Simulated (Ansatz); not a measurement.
# C2H2F (SMILES C=[C+]F) (charge +1, triplet): what the fields show

```xyz
5

C    -0.0946    1.1817   -0.6809
C    -0.8025    0.3992    0.2465
F     0.2942    0.8410   -1.8097
H    -1.0753    0.8407    1.2012
H    -1.0678   -0.6314    0.0011
```

Geometry: r2SCAN-D4/def2-TZVP.

All numbers below come from Ansatz, isolated molecule in a Gaussian basis; Kohn-Sham density functional theory, functional PBE0.

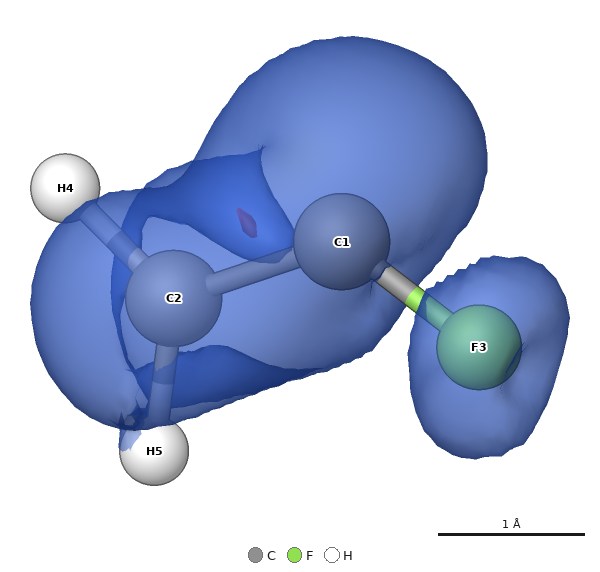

Figure 1. Isosurfaces of the spin density (α minus β) at +0.04 (blue) and −0.04 e/Å³ (red), seen at a tilt.

Q: Describe the spin distribution.

A: The unpaired spin (2 electrons) lies mostly on C1 (about 1.1), C2 (about 0.6) and F3 (about 0.2), in electrons by Hirshfeld's partition.

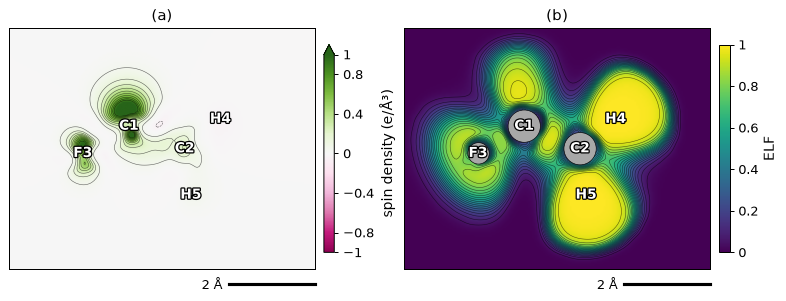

Figure 2. (a) spin density (α minus β); (b) electron localisation function on the molecular plane. Grey discs cover the atomic cores in the ELF map.

Q: Describe what can be read from this map.

A:
- The section cuts through C, F and H sites.
- C–F (1.24 Å): the ELF peaks at about 0.85 between the atoms: a polar covalent bond.
- C–C (1.40 Å): the ELF peaks at about 0.95 between the atoms: a covalent bond.
- C–H (1.09 Å): the ELF climbs to about 1 towards the hydrogen, as it does in any bond to H (a covalent bond by its length).
- The ELF also peaks beside F3 and C1, away from the bonds: non-bonding electrons, paired or unpaired.

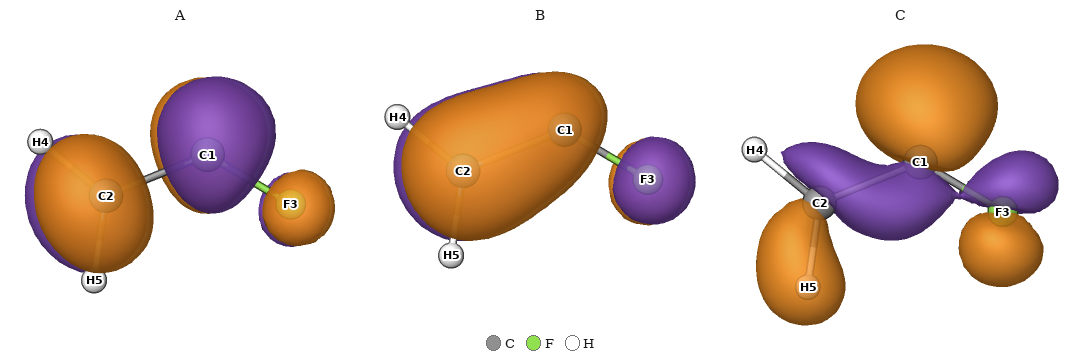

Figure 3. Three frontier orbitals at ±0.15 Å⁻³ᐟ² (orange and purple are the two phases), in no order.

Q: Which picture is the HOMO−1, the HOMO and the LUMO? All are α orbitals.

A: B is the HOMO−1 (α) (−17.09 eV). By Hirshfeld shares it lies mainly on C2 (about 50 %), C1 (about 30 %) and F3 (about 15 %); it changes sign across the molecular plane (π type); π-bonding across C1–C2; π-antibonding (a node) across C1–F3. C is the HOMO (α) (−16.24 eV). It lies mainly on C1 (about 60 %), F3 (about 20 %) and C2 (about 15 %); it is symmetric in the molecular plane (an in-plane orbital: σ, lone-pair or in-plane π type). A is the LUMO (α) (−9.18 eV). By Hirshfeld shares it lies mainly on C1 (about 45 %), C2 (about 35 %) and F3 (about 10 %); it changes sign across the molecular plane (π type); π-antibonding (a node) across C1–C2.

Q: What is the gap between the highest occupied and lowest empty α orbitals?

A: 7.06 eV between the orbital energies.

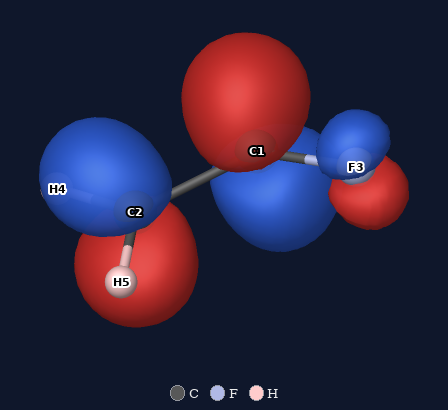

Figure 4. The LUMO (α) at ±0.2 Å⁻³ᐟ² (blue and red are the two phases), seen at an oblique angle.

Q: What is the character of this orbital?

A: By Hirshfeld shares it lies mainly on C1 (about 45 %), C2 (about 35 %) and F3 (about 10 %); it changes sign across the molecular plane (π type); π-antibonding (a node) across C1–C2. Its energy is −9.18 eV.
